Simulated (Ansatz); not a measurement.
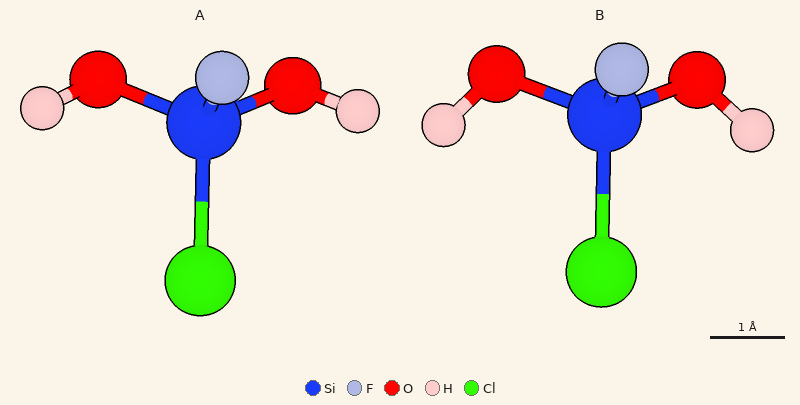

Two geometries of SiH2O2ClF, drawn at one scale. One is the start of a relaxation, the other its converged end. The picture is a ball-and-stick view, seen face on.

Level of theory: Ansatz 0.2.0, RKS PBE/STO-3G. Settings: no spin polarisation; force threshold 0.02 eV/Å; at most 40 steps.

### Which one is relaxed?

Structure A is the relaxed one. The run prepares the start of a later molecular dynamics calculation, from a guessed geometry. The largest move after the best rigid fit is that of an H atom, 0.34 Å. By element the largest moves are H 0.34 Å, O 0.21 Å, Si 0.14 Å, Cl 0.13 Å, F 0.12 Å. Some distances before and after: F–Si 1.590 → 1.643 Å, Cl–Si 2.128 → 2.156 Å, O–Si 1.679 → 1.705 Å, H–O 1.010 → 1.032 Å. Among the angles between lasting bonds that change: O–Si–O 109.5° → 102.6°, Si–O–H 109.5° → 104.2°, Si–O–H 109.5° → 104.3°. Groups turn about O–Si by about 30°, O–Si by about 30°. The energy falls by 17.7 kJ/mol in 7 geometry steps. The largest force component goes from 1.8 to 0.019 eV/Å. The run took 19 s on 1 thread of Intel(R) Xeon(R) Platinum 8259CL CPU @ 2.50GHz (Skylake/Cascade Lake), with other jobs on the host, peak memory 0.16 GiB.

Limits of the set-up: STO-3G is a minimal basis, so the numbers are rough.
